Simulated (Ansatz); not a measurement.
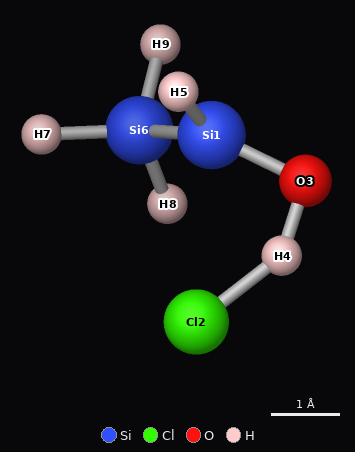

Si2H5OCl, before the constrained relaxation. A ball-and-stick model, seen from a free direction.

The reaction that was planned forms Cl2–H4 and breaks Si1–Cl2, O3–H4 (atoms numbered from 1 in input order).

Level of theory: Ansatz, RKS PBE0-D4/def2-SVP.

Input file:
```yaml
crystal:
  periodic: [false, false, false]
  atoms:
    - {symbol: Si, position_ang: [-0.780200, -0.500100, -0.419900]}
    - {symbol: Cl, position_ang: [-0.461200, 2.025000, -1.645500]}
    - {symbol: O, position_ang: [-0.282400, -0.630200, -1.890100]}
    - {symbol: H, position_ang: [-0.235700, 0.515500, -2.170900]}
    - {symbol: H, position_ang: [-2.220500, -0.665000, -0.225300]}
    - {symbol: Si, position_ang: [0.746400, -0.219600, 1.293500]}
    - {symbol: H, position_ang: [0.170400, 0.605500, 2.360800]}
    - {symbol: H, position_ang: [1.986800, 0.402300, 0.827900]}
    - {symbol: H, position_ang: [1.076400, -1.533500, 1.869400]}
basis:
  gaussian: {orbitals: def2-SVP}
hamiltonian: {xc: pbe0, dispersion: d4}
relax: {f_tol: 0.04, max_steps: 150, escape_saddle: false, constraints: [{distance: [1, 3]}, {distance: [0, 1]}, {distance: [2, 3]}]}
```

Run as
```bash
ansatz run in.yaml --threads 4 --pin off --events-out ev --progress --plain --max-ram 9574MiB
```

Where does the constrained relaxation end?

Answer. Over 8 accepted moves (10 points after the start) the energy falls by 3.75 kcal/mol. The largest force component goes from 1.9 to 0.017 eV/Å. The line search rejected the trial steps at points 7, 9 of the run. The forces were under the threshold at step 6, but the run went on from there. The largest move after the best rigid fit is that of H5, 0.40 Å. Largest moves by element: H 0.40 Å, Cl 0.38 Å, O 0.19 Å, Si 0.09 Å. Some distances before and after: Si1–O3 1.558 → 1.599 Å, Si1–H5 1.463 → 1.493 Å, Si1–Si6 2.312 → 2.338 Å, Si6–H9 1.472 → 1.497 Å. Among the angles between lasting bonds that change: Cl2–H4–O3 145.6° → 151.0°, Si1–O3–H4 99.0° → 93.6°, Si1–Si6–H8 112.0° → 107.5°. Groups turn about Si1–O3 by about 20°, Si1–Si6 by about 20°. Cost: 38 s on 4 threads of Intel Xeon @ 2.50GHz, with other jobs on the host.

The structure at the end:

```xyz
9

Si   -0.8058   -0.5692   -0.4767
Cl   -0.2542    2.0686   -1.3239
O    -0.3949   -0.5440   -2.0213
H    -0.1692    0.6147   -2.0199
H    -2.1782   -1.0584   -0.1501
Si    0.7326   -0.1793    1.2406
H     0.1398    0.8592    2.1308
H     2.0058    0.2564    0.6091
H     0.9241   -1.4483    2.0112
```

After the run, drawn alike:

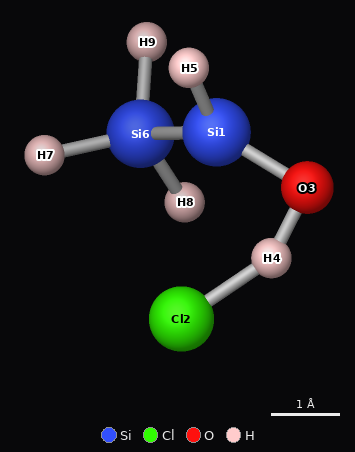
